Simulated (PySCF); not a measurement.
# TMS-CHClF (C₄H₁₀ClFSi): NMR shifts at several levels of theory, part 2 of 2

PySCF 2.14.0. Atoms count from 0.

## (5) NMR shieldings: PBE0/cc-pVDZ

The job: settings as JSON, then the geometry in Å.

```
{"job": {"kind": "nmr", "xc": "PBE0", "basis": "cc-pVDZ", "pop": true}, "charge": 0, "multiplicity": 1}
C     -0.505890    -1.162699    -1.372742
Si     0.091973    -0.032798    -0.005980
C      1.284722     1.273616    -0.624294
C      0.811252    -1.014350     1.422812
C     -1.461546     0.867899     0.679396
F     -2.353368    -0.047052     1.161141
Cl    -2.241709     1.816806    -0.633190
H     -1.252397    -1.871318    -0.982025
H     -0.981166    -0.580689    -2.176564
H      0.325133    -1.741404    -1.804898
H      1.606147     1.943745     0.188375
H      2.186169     0.804728    -1.049574
H      0.814574     1.886381    -1.408234
H      0.061578    -1.711285     1.827987
H      1.681092    -1.604250     1.092730
H      1.143186    -0.355985     2.240938
H     -1.255699     1.597364     1.480019
```

Method: GIAO PBE0/cc-pVDZ NMR shielding, non-relativistic, gas phase.

The log of the run:

```text
coarse grid: 14880 points
cycle   1  E = -1007.3398681743  dE =  4.539e-01  |g| = 6.673e-01  |ddm| = 6.998e+00
cycle   2  E = -1007.2757757120  dE =  6.409e-02  |g| = 8.847e-01  |ddm| = 2.307e+00
cycle   3  E = -1007.4373575740  dE = -1.616e-01  |g| = 1.017e-01  |ddm| = 1.254e+00
cycle   4  E = -1007.4395515181  dE = -2.194e-03  |g| = 2.609e-02  |ddm| = 1.921e-01
cycle   5  E = -1007.4397020845  dE = -1.506e-04  |g| = 5.754e-03  |ddm| = 4.786e-02
cycle   6  E = -1007.4397111959  dE = -9.111e-06  |g| = 1.233e-03  |ddm| = 1.465e-02
final grid: 133832 points
cycle   7  E = -1007.4583403568  dE = -1.933e-05  |g| = 9.516e-03  |ddm| = 5.336e-02
cycle   8  E = -1007.4583306697  dE =  9.687e-06  |g| = 1.189e-02  |ddm| = 3.355e-02
cycle   9  E = -1007.4583618794  dE = -3.121e-05  |g| = 1.180e-03  |ddm| = 1.811e-02
cycle  10  E = -1007.4583621435  dE = -2.641e-07  |g| = 1.741e-04  |ddm| = 1.776e-03
cycle  11  E = -1007.4583621497  dE = -6.206e-09  |g| = 4.468e-05  |ddm| = 3.673e-04
cycle  12  E = -1007.4583621502  dE = -5.293e-10  |g| = 1.195e-05  |ddm| = 1.127e-04
converged SCF energy = -1007.4583621502

GIAO shielding tensors (ppm)
atom      isotropic    diamagn.    paramagn.     s11        s22        s33       span
  0 C      202.770     245.547     -42.776    199.720    201.170    207.421      7.701
  1 Si     413.027     887.623    -474.597    403.721    409.895    425.463     21.742
  2 C      200.343     246.141     -45.798    197.514    199.982    203.533      6.018
  3 C      200.013     245.940     -45.927    197.015    198.523    204.501      7.486
  4 C       90.846     248.111    -157.266     50.700     90.476    131.361     80.662
  5 F      375.204     472.152     -96.948    292.922    342.577    490.114    197.191
  6 Cl     796.633    1147.259    -350.626    512.748    846.919   1030.233    517.485
  7 H       31.051      29.834       1.217     26.806     28.623     37.724     10.918
  8 H       30.751      29.660       1.091     25.771     29.595     36.885     11.114
  9 H       31.464      29.790       1.674     27.326     28.467     38.599     11.273
 10 H       31.409      29.990       1.420     27.529     28.366     38.332     10.803
 11 H       31.343      29.863       1.480     27.232     28.436     38.361     11.129
 12 H       31.018      29.753       1.265     26.180     29.986     36.888     10.708
 13 H       30.990      30.006       0.983     26.538     29.017     37.414     10.875
 14 H       31.258      29.833       1.425     27.139     28.526     38.109     10.970
 15 H       31.292      30.048       1.244     27.165     28.470     38.240     11.075
 16 H       25.423      30.462      -5.039     22.791     25.718     27.760      4.968
```

Wall time 22 s (1 thread, shared host).

Key values: δ C4 105.9, C0 -4.3, Si1 5.6, F5 -174.3, H16 5.87, H7 0.11 ppm (means over like atoms).

## (6) NMR shieldings: PBE0/aug-cc-pVDZ

Settings changed since step 5:

```diff
@@ -1,2 +1,2 @@
-{"job": {"kind": "nmr", "xc": "PBE0", "basis": "cc-pVDZ", "pop": true}, "charge": 0, "multiplicity": 1}
+{"job": {"kind": "nmr", "xc": "PBE0", "basis": "aug-cc-pVDZ", "pop": true}, "charge": 0, "multiplicity": 1}
 C     -0.505890    -1.162699    -1.372742
```

Level: GIAO PBE0/aug-cc-pVDZ NMR shielding, non-relativistic, gas phase.

The log of the run:

```text
coarse grid: 14880 points
cycle   1  E = -1007.3722921722  dE =  4.381e-01  |g| = 6.385e-01  |ddm| = 8.837e+00
cycle   2  E = -1007.3136794105  dE =  5.861e-02  |g| = 8.419e-01  |ddm| = 2.544e+00
cycle   3  E = -1007.4640271263  dE = -1.503e-01  |g| = 1.030e-01  |ddm| = 1.371e+00
cycle   4  E = -1007.4661739274  dE = -2.147e-03  |g| = 2.711e-02  |ddm| = 2.079e-01
cycle   5  E = -1007.4663300617  dE = -1.561e-04  |g| = 6.127e-03  |ddm| = 5.471e-02
cycle   6  E = -1007.4663399982  dE = -9.936e-06  |g| = 1.665e-03  |ddm| = 1.691e-02
final grid: 133832 points
cycle   7  E = -1007.4850307401  dE = -2.592e-05  |g| = 9.484e-03  |ddm| = 1.720e-01
cycle   8  E = -1007.4850197111  dE =  1.103e-05  |g| = 1.225e-02  |ddm| = 3.955e-02
cycle   9  E = -1007.4850514682  dE = -3.176e-05  |g| = 1.315e-03  |ddm| = 1.949e-02
cycle  10  E = -1007.4850517901  dE = -3.219e-07  |g| = 1.868e-04  |ddm| = 2.109e-03
cycle  11  E = -1007.4850517970  dE = -6.911e-09  |g| = 5.187e-05  |ddm| = 4.728e-04
cycle  12  E = -1007.4850517977  dE = -7.419e-10  |g| = 1.362e-05  |ddm| = 1.525e-04
converged SCF energy = -1007.4850517977

GIAO shielding tensors (ppm)
atom      isotropic    diamagn.    paramagn.     s11        s22        s33       span
  0 C      201.796     176.003      25.793    198.238    200.273    206.878      8.640
  1 Si     411.918     862.270    -450.351    402.808    410.919    422.029     19.221
  2 C      198.972     179.334      19.638    195.310    198.737    202.869      7.559
  3 C      198.977     176.902      22.076    195.486    197.394    204.053      8.567
  4 C       90.833     219.727    -128.894     51.785     88.425    132.289     80.504
  5 F      369.287     474.864    -105.577    281.992    342.221    483.649    201.657
  6 Cl     782.346    1139.289    -356.943    483.748    840.722   1022.570    538.822
  7 H       31.116      23.142       7.975     26.995     28.715     37.639     10.644
  8 H       30.797      22.945       7.852     25.802     29.697     36.892     11.090
  9 H       31.507      24.385       7.121     27.371     28.598     38.550     11.179
 10 H       31.422      24.233       7.189     27.538     28.451     38.277     10.739
 11 H       31.399      24.808       6.590     27.325     28.551     38.319     10.994
 12 H       31.005      23.201       7.804     26.156     30.115     36.744     10.588
 13 H       31.020      24.013       7.007     26.650     29.154     37.257     10.607
 14 H       31.307      23.502       7.806     27.192     28.683     38.048     10.856
 15 H       31.341      24.720       6.621     27.218     28.548     38.255     11.037
 16 H       25.184      28.708      -3.524     22.500     25.434     27.618      5.119
```

Wall time 48 s (1 thread, shared host).

Key values: δ C4 104.3, C0 -4.8, Si1 4.8, F5 -175.1, H16 6.21, H7 0.18 ppm (means over like atoms).

## (7) Shielding tensors: PBE0/pcSseg-0

Settings changed since step 6:

```diff
@@ -1,2 +1,2 @@
-{"job": {"kind": "nmr", "xc": "PBE0", "basis": "aug-cc-pVDZ", "pop": true}, "charge": 0, "multiplicity": 1}
+{"job": {"kind": "nmr", "xc": "PBE0", "basis": "pcSseg-0", "pop": true}, "charge": 0, "multiplicity": 1}
 C     -0.505890    -1.162699    -1.372742
```

Level: GIAO PBE0/pcSseg-0 NMR shielding, non-relativistic, gas phase.

The log of the run:

```text
coarse grid: 14880 points
cycle   1  E = -1005.8692786296  dE =  3.056e-01  |g| = 6.101e-01  |ddm| = 4.063e+00
cycle   2  E = -1005.8068399448  dE =  6.244e-02  |g| = 8.469e-01  |ddm| = 1.502e+00
cycle   3  E = -1005.9560612704  dE = -1.492e-01  |g| = 6.917e-02  |ddm| = 8.112e-01
cycle   4  E = -1005.9570324583  dE = -9.712e-04  |g| = 2.481e-02  |ddm| = 8.555e-02
cycle   5  E = -1005.9571580585  dE = -1.256e-04  |g| = 4.524e-03  |ddm| = 2.733e-02
cycle   6  E = -1005.9571630079  dE = -4.949e-06  |g| = 8.987e-04  |ddm| = 7.699e-03
final grid: 133832 points
cycle   7  E = -1005.9976565827  dE = -1.553e-05  |g| = 5.176e-03  |ddm| = 2.137e-02
cycle   8  E = -1005.9976552180  dE =  1.365e-06  |g| = 5.806e-03  |ddm| = 1.089e-02
cycle   9  E = -1005.9976634434  dE = -8.225e-06  |g| = 4.369e-04  |ddm| = 5.552e-03
cycle  10  E = -1005.9976634722  dE = -2.877e-08  |g| = 1.139e-04  |ddm| = 5.361e-04
cycle  11  E = -1005.9976634741  dE = -1.916e-09  |g| = 4.289e-05  |ddm| = 1.356e-04
cycle  12  E = -1005.9976634745  dE = -4.227e-10  |g| = 2.786e-06  |ddm| = 6.006e-05
converged SCF energy = -1005.9976634745

GIAO shielding tensors (ppm)
atom      isotropic    diamagn.    paramagn.     s11        s22        s33       span
  0 C      199.748     258.648     -58.900    196.382    197.906    204.956      8.574
  1 Si     338.495     876.706    -538.211    333.255    334.315    347.914     14.659
  2 C      197.534     259.711     -62.177    194.178    197.075    201.350      7.172
  3 C      196.978     259.191     -62.213    193.905    195.188    201.840      7.935
  4 C       81.100     261.853    -180.752     36.893     81.453    124.954     88.060
  5 F      390.059     472.999     -82.940    308.334    326.599    535.245    226.910
  6 Cl     802.809    1145.637    -342.828    504.589    875.828   1028.009    523.421
  7 H       32.488      30.617       1.870     27.665     30.203     39.595     11.930
  8 H       32.218      30.174       2.045     26.833     31.076     38.745     11.912
  9 H       32.980      30.753       2.228     28.404     29.959     40.577     12.173
 10 H       32.930      30.998       1.932     28.651     29.974     40.167     11.516
 11 H       32.870      30.881       1.989     28.300     29.919     40.390     12.090
 12 H       32.532      30.368       2.164     27.222     31.597     38.777     11.554
 13 H       32.500      30.931       1.569     27.508     30.604     39.389     11.881
 14 H       32.794      30.948       1.846     28.213     30.008     40.161     11.948
 15 H       32.826      31.123       1.703     28.342     30.041     40.095     11.753
 16 H       26.828      31.744      -4.915     24.231     27.003     29.251      5.020
```

Run time: 10 s. Hardware: 1 thread, shared host.

In short: δ C4 112.4, C0 -4.6, Si1 10.0, F5 -211.7, H16 6.00, H7 0.15 ppm (means over like atoms).

## (8) Side by side: NMR shifts

Shifts (ppm), means over like atoms, with basis size and wall time (the measured row can stand on another reference than the computed rows):

| run | C4 | C0 | H16 | H7 | Si1 | F5 | Cl6 | functions | time |
| --- | --- | --- | --- | --- | --- | --- | --- | --- | --- |
| PBE0/def2-SVP | 103.2 | -4.4 | 5.71 | 0.10 | 6.3 | -171.6 | 154 | 156 | 20 s |
| PBE0/def2-TZVP | 107.2 | -4.8 | 6.05 | 0.16 | 3.7 | -187.5 | 197 | 289 | 57 s |
| PBE0/cc-pVDZ | 105.9 | -4.3 | 5.87 | 0.11 | 5.6 | -174.3 | 164 | 156 | 22 s |
| PBE0/aug-cc-pVDZ | 104.3 | -4.8 | 6.21 | 0.18 | 4.8 | -175.1 | 185 | 259 | 48 s |
| PBE0/pcSseg-0 | 112.4 | -4.6 | 6.00 | 0.15 | 10.0 | -211.7 | 150 | 91 | 10 s |
| measured | – | – | – | – | – | -170.0 | – | – | – |

Measured: G. Saielli, R. Bini, A. Bagno, Computational 19F NMR. 2. Organic compounds, RSC Adv. 2014, ESI (exp. from Berger-Braun-Kalinowski 1994 and Everett 1995).

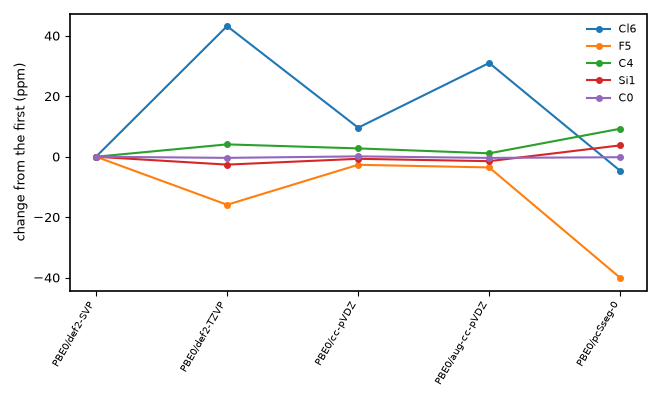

How five of the tabulated atoms move from run to run.

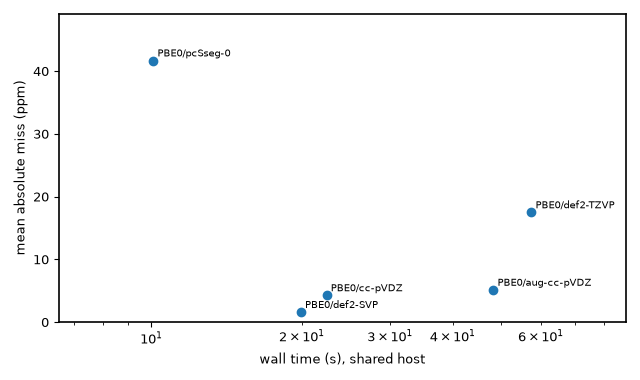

Cost against miss for the one measured 19F shift.

## (9) Summary of results

The summary covers parts 1 to 2.

```
                                                               quantity                    value
                                                            point group                       C1
                                   rotational constants (main isotopes)     2.14, 1.27, 1.08 GHz
13C shifts against TMS (PBE0/def2-SVP, means over atoms taken as alike)          103.2, -4.4 ppm
 1H shifts against TMS (PBE0/def2-SVP, means over atoms taken as alike)           5.71, 0.10 ppm
                                29Si shifts against TMS (PBE0/def2-SVP)                  6.3 ppm
                               19F shifts against CFCl3 (PBE0/def2-SVP)               -171.6 ppm
                                35Cl shifts against HCl (PBE0/def2-SVP)                  154 ppm
                               measured, and computed on the same scale  F5 δ -170.0, -171.6 ppm
                                              range of the shift of Cl6           150 to 197 ppm
```

In words: Single values in the summary come from the first run of each kind that ended normally (PBE0/def2-SVP), which need not be the best level. Over 10 steps the energy fell by 0.083 eV; of the close pairs, C0–Si1 changed most, 1.900 to 1.871 Å. At PBE0/def2-SVP: The largest span, 495 ppm, is at Cl6, where the paramagnetic term is -332 ppm. The one measured 19F shift is missed by -1.6 ppm (computed less measured, unscaled). Vibration, temperature and solvent are missing from the calculation, and it holds one conformer, so part of the miss against the measured shifts is not the functional's. In ppm, Cl6 moves most: its shift spreads over 48 ppm, from 150 (PBE0/pcSseg-0) to 197 (PBE0/def2-TZVP). For the one measured 19F shift, PBE0/def2-SVP misses least (1.6 ppm, 20 s) and PBE0/pcSseg-0 most (41.7 ppm, 10 s). One molecule ranks no method: errors cancel, and vibration and temperature are missing from all runs.
